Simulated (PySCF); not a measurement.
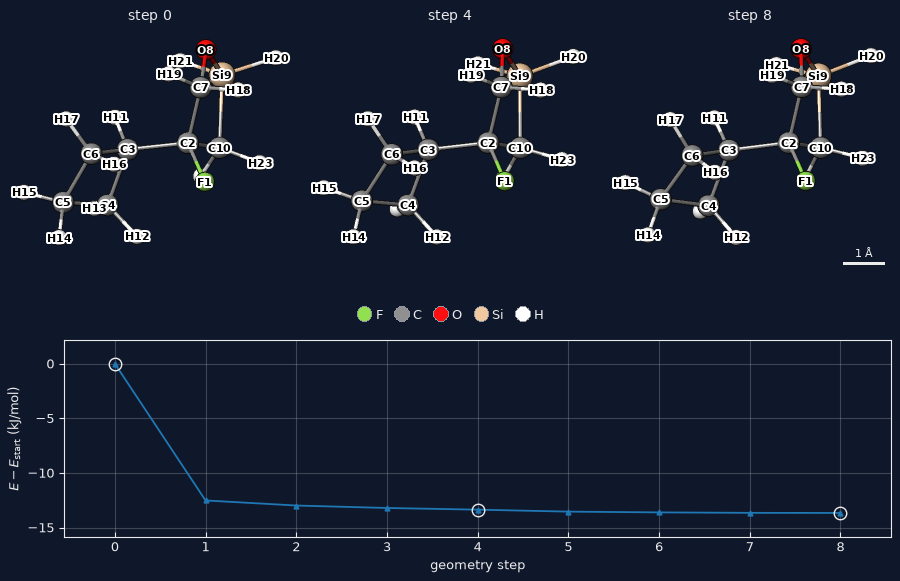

Frames of a relaxation of C7H13FOSi, marked on the history of the run. Style: ball-and-stick. Shown from a free direction.

The start comes from GFN2-xTB.

Theory: PBE0-D3(BJ)/def2-SVP geometry optimisation, gas phase in PySCF. 

### What happens along the run?

The energy falls by 13.7 kJ/mol in 8 geometry steps. The atom that moves furthest after the best rigid fit is an H atom (0.33 Å). By element the largest moves are H 0.33 Å, C 0.13 Å, O 0.13 Å, Si 0.10 Å, F 0.05 Å. Some distances before and after: O–Si 1.636 → 1.687 Å, H–Si 1.458 → 1.492 Å, C–Si 1.903 → 1.887 Å, C–H 1.088 → 1.100 Å. Bond angles that change, for instance: H–Si–H 114.4° → 108.5°, C–O–Si 115.0° → 111.9°. Cost: 4 min on 1 thread of Arm Neoverse V1, with other jobs on the host. From step 0 to 4: an H atom moves most (0.16 Å), energy −13.4 kJ/mol. From step 4 to 8: an H atom moves most (0.17 Å), energy −0.30 kJ/mol.
